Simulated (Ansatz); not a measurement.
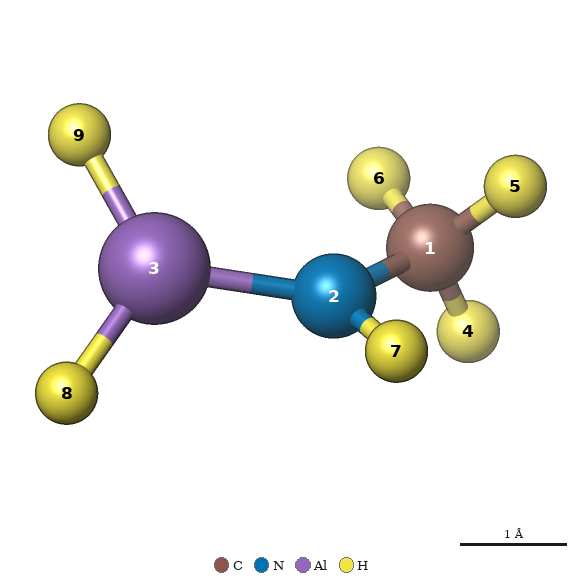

(Drawn from a calculation with Ansatz.)

Orthographic view. Atoms fade into the background with distance from the viewer. Geometry: atoms displaced at random (about 0.05 Å) from a stationary point of GFN2-xTB.

Give the geometry as a Z-matrix, atoms in numerical order, with these reference atoms: 2 to 1; 3 to 2, 1; 4 to 1, 2, 3; 5 to 1, 4, 2; 6 to 1, 4, 5; 7 to 2, 1, 4; 8 to 3, 2, 7; 9 to 3, 8, 2.

```
C  
N    1   1.418
Al   2   1.736   1   132.2
H    1   1.072   2   112.4   3  -112.4
H    1   1.121   4   114.0   2   123.8
H    1   1.081   4   102.9   5   116.7
H    2   1.000   1   102.1   4    69.7
H    3   1.541   2   117.3   7   -39.3
H    3   1.496   8   118.4   2   177.1
```
